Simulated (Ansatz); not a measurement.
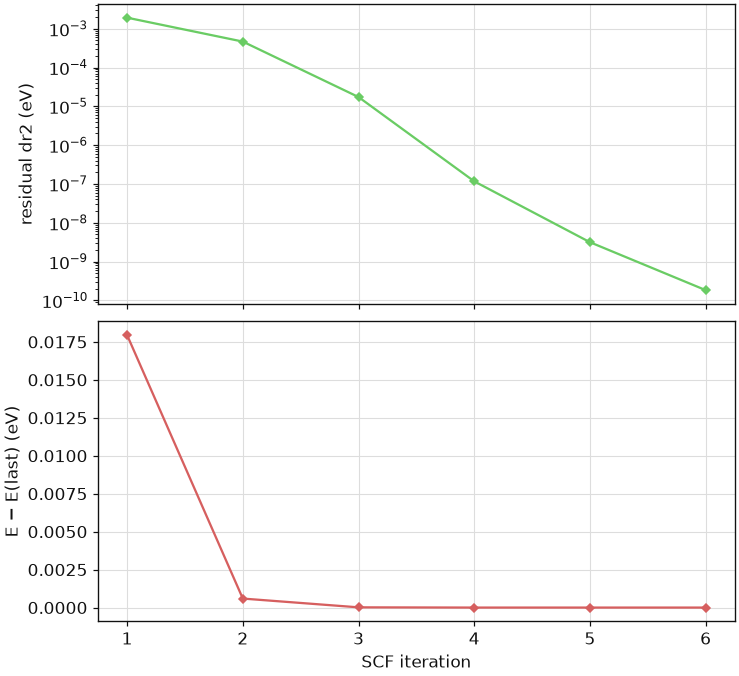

The plot shows the SCF iterations of a calculation: density residual dr2, Harris–Foulkes energy less its last value. The starting density is a sum of atomic densities corrected by a trained network.

W (1 atom in the cell), run with Ansatz.

```
crystal:
  lattice:
    - [-1.5799983977, 1.5799983977, 1.5799983977]
    - [1.5799983977, -1.5799983977, 1.5799983977]
    - [1.5799983977, 1.5799983977, -1.5799983977]
  atoms:
    - { symbol: W, position: [0.0, 0.0, 0.0] }
basis:
  ecutwfc: 500
  ecutrho_ratio: 4
kpoints:
  mp_grid: { grid: [16, 15, 17] }
hamiltonian:
  xc: r2scan
scf:
  occupations: { method: gaussian, width: 0.05 }
  max_iter: 100
output:
  forces: true
  stress: true
```

Run as:
```bash
ansatz run input.yaml --threads 4 --pin off --max-ram 9216MiB --backend cpu --events-out ev --progress --plain --runs-dir out
```

Q: How did this run end?

A: The run converged; it took 6 iterations. The residual falls at every step. The program put off closing at iteration 5, as it still lacked some of its checks.

Q: Is anything amiss with this input?

A: The input holds an odd setting (a mesh that breaks the symmetry), but it does no harm here: the energy lies within 1 meV per atom of a run with usual settings.
